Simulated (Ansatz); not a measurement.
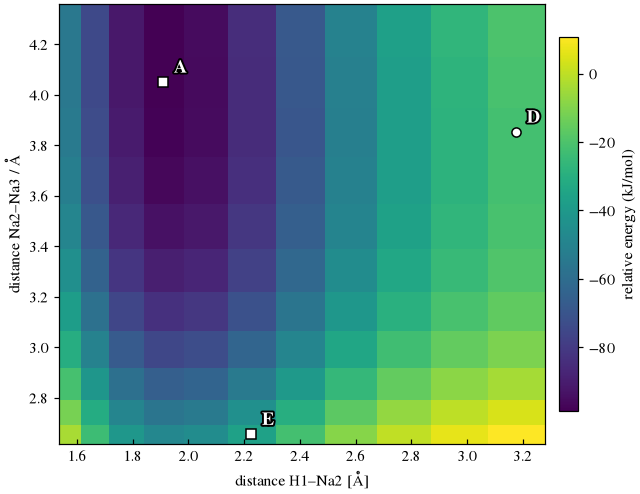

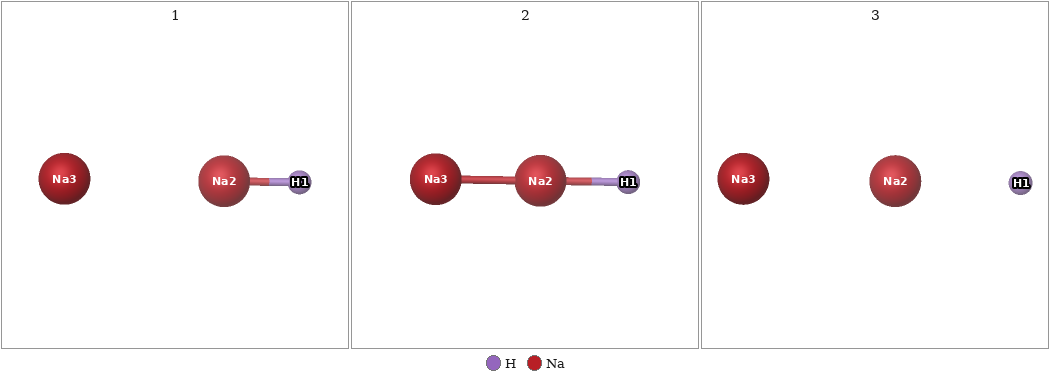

The system H + Na₂, spin multiplicity 2. First axis: distance H1–Na2. Second axis: distance Na2–Na3. Nothing is relaxed (the angle H1–Na2–Na3 is fixed at 180 degrees). The grid has 11 × 11 points. Points are written as (first, second). All energies are given in kJ/mol relative to H far from the relaxed NaNa (each part in its own basis). In part of the range the unrestricted reference is strongly spin-contaminated. Computed with Ansatz 0.2.0, UHF/aug-cc-pVTZ.

In the figure: one coloured cell a grid point, lettered points. The numbered pictures are the structures at these points, in random order.

Which structure belongs to which point?

A is structure 1: (1.910 Å, 4.051 Å), −99 kJ/mol; D is structure 3: (3.176 Å, 3.853 Å), −22 kJ/mol; E is structure 2: (2.226 Å, 2.656 Å), −36 kJ/mol.
